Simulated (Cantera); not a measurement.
Charge: 1 mol CO, 1.2 mol CO₂, 12 mol H₂, equilibrated at 1775 °C.

Method: chemical equilibrium by Gibbs-energy minimisation in Cantera with the NASA 1993 tables (ideal gas, pure condensed phases). Candidate condensed phases: C, C₆H₆, C₇H₈, C₈H₁₈, H₂O; 110 gas species. The ideal-gas law is rough above about 30 bar. Kinetics and transport are ignored.

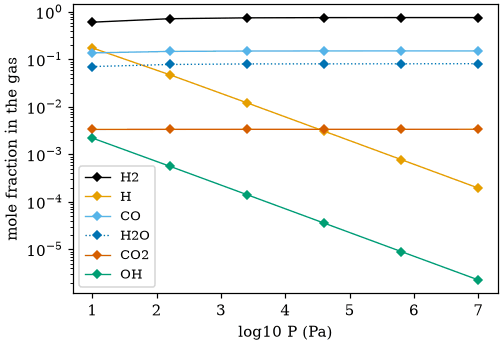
Fig. 1. Equilibrium gas composition (values under 1e-9 drawn at 1e-9)

### Question
Read off the mole fractions at 160 Pa.

### Answer
H₂ about 0.72, CO about 0.15, H₂O about 0.078, H about 0.048, CO₂ about 0.0034, OH about 0.00056.
